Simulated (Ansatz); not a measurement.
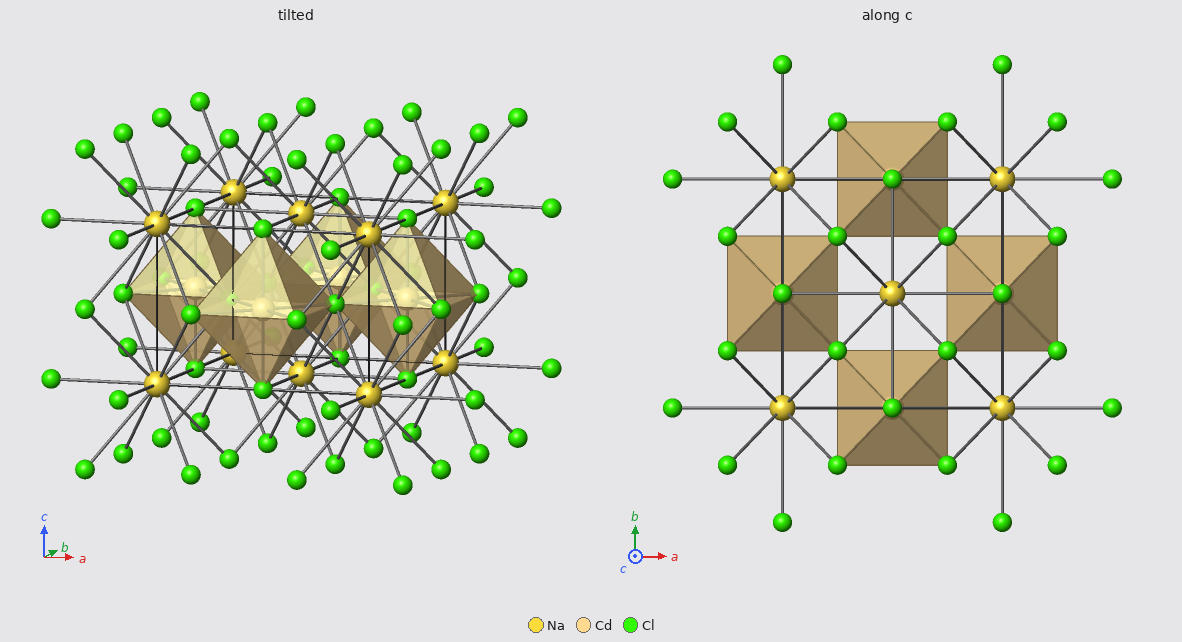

Polyhedral representation of a periodic structure, projected slightly off an axis and along the c axis. The parallelepiped is the conventional unit cell. Some neighbours outside the box are added.

NaCdCl$_{3}$, space group Cmmm (No. 65), a = 7.162 Å, b = 7.454 Å, c = 5.167 Å, α = 90.00°, β = 90.00°, γ = 90.00°. The model was built from a structure type filled with these elements by a generator (whether the compound takes this form wasn't checked). The cell was then strained or its atoms displaced on purpose. It was the input of a calculation with Ansatz.

This one geometry was computed with Ansatz (DFT, plane waves, PAW) at three levels of theory: HSE06, r2SCAN and PBE. It was relaxed with r2SCAN and then strained.

Q: How does the band gap change with the level of theory?

A: PBE: a gap of 1.87 eV, indirect; r2SCAN: a gap of 2.57 eV, indirect; HSE06: a gap of 3.24 eV, indirect.

Q: Collect the results in a table.

A:
| level | cutoff (eV) | k-mesh of the run's cell | gap (eV) | pressure (GPa) |
| --- | --- | --- | --- | --- |
| HSE06 | 420 | 4×4×4 | 3.24 | 0.4 |
| r2SCAN | 500 | 6×6×6 | 2.57 | 0.0 |
| PBE | 420 | 6×6×6 | 1.87 | 1.0 |

Gaps are taken on the k-mesh or band path of each run.
